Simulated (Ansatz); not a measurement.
## Electronic structure of FH2O2Si2 (charge +1) in real space

The calculation's input:

```
basis:
  gaussian:
    orbitals: def2-TZVPD
crystal:
  periodic: [false, false, false]
  atoms:
    - {symbol: F, position_ang: [-0.498946, 2.635075, 2.083234]}
    - {symbol: O, position_ang: [1.453162, 0.716475, 2.311211]}
    - {symbol: O, position_ang: [-0.348648, 0.189711, 0.841695]}
    - {symbol: Si, position_ang: [-0.265642, 1.092949, 2.349925]}
    - {symbol: Si, position_ang: [1.251364, -0.078266, 0.909720]}
    - {symbol: H, position_ang: [-1.009224, 0.521977, 3.466338]}
    - {symbol: H, position_ang: [2.176196, -0.809186, 0.037728]}
total_charge: 1
hamiltonian:
  xc: pbe0
output: {forces: true, orbitals: {seedname: orbitals}}
```

Command:

```sh
ansatz run input.yaml --threads 1 --pin off --max-ram 2610MiB --events-out events.jsonl --progress --plain --runs-dir runs
```

Geometry: B3LYP-D3(BJ)/def2-SVP.

The calculation used Ansatz 0.2.0, isolated molecule in a Gaussian basis; Kohn-Sham density functional theory, functional PBE0.

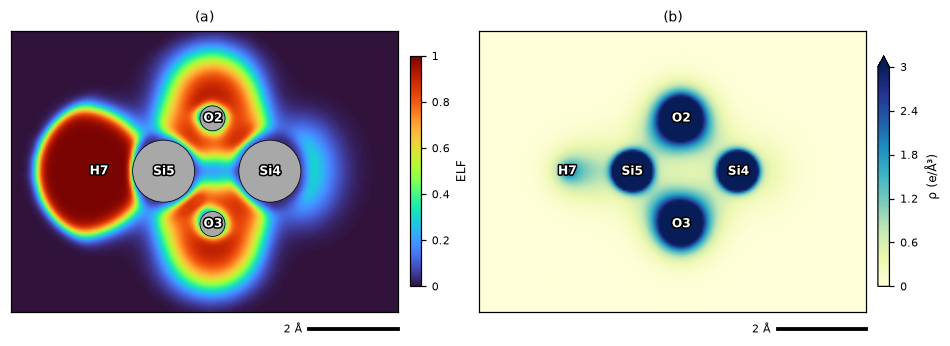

Figure 1. (a) ELF; (b) electron density on the plane of atoms O2, Si4 and Si5. Grey discs cover the atomic cores in the ELF map.

Question: Interpret the plot.

Answer:
- The plane passes through O, Si and H nuclei.
- Si–O (1.62 Å): the density is about 1.3 e/Å³ at the midpoint; the ELF peaks at about 0.85 between the atoms, as expected for a short, strongly polar bond.
- Si–Si (2.40 Å): the density is about 0.49 e/Å³ at the midpoint; the ELF is about 0.20 at the midpoint.
- Si–H (1.47 Å): ρ is about 0.91 e/Å³ halfway; the ELF climbs to about 1 towards the hydrogen, as it does in any bond to H.
- Si–O (1.76 Å): ρ is about 0.96 e/Å³ halfway; the ELF peaks at about 0.85 between the atoms, as expected for a polar covalent bond.
- The ELF also peaks beside O3 and O2, away from the bonds: lone-pair regions.

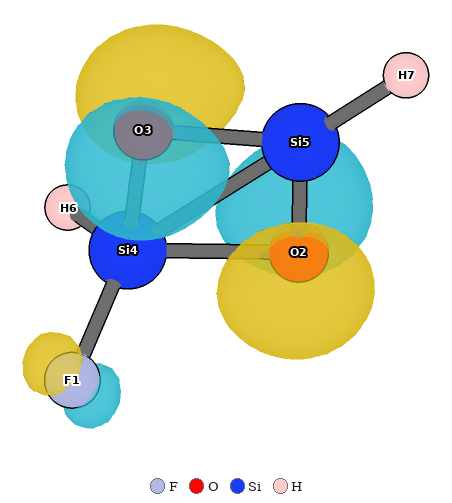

Figure 2. The HOMO−1 at ±0.15 Å⁻³ᐟ² (yellow and cyan are the two phases), seen at an oblique angle.

Question: Describe this orbital and give its energy.

Answer: Its weight (Hirshfeld) is mainly on O2 (about 40 %) and O3 (about 40 %); largely a combination of lone pairs on O2 and O3. Its energy is −16.03 eV.

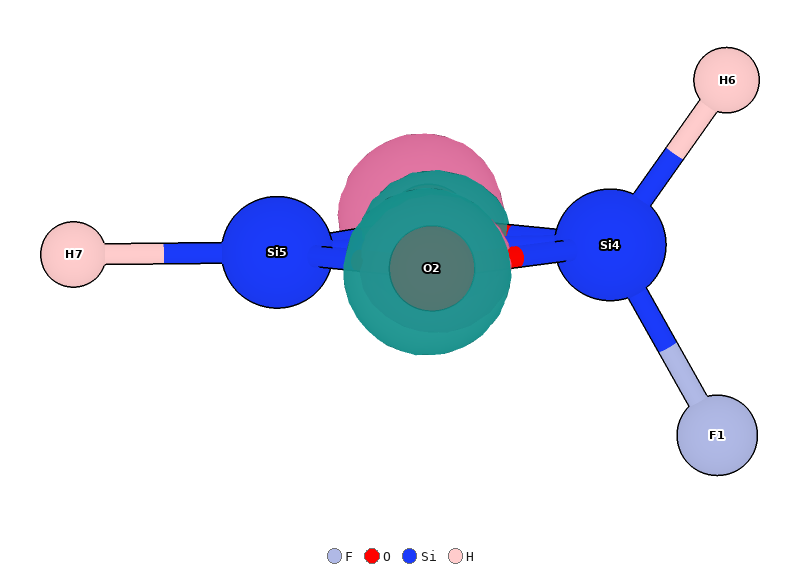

Figure 3. The HOMO at ±0.3 Å⁻³ᐟ² (teal and pink are the two phases), seen across its widest extent.

Question: Describe this orbital and give its energy.

Answer: By Hirshfeld shares it lies mainly on O2 (about 45 %) and O3 (about 45 %); largely a combination of lone pairs on O2 and O3. Its energy is −15.94 eV.
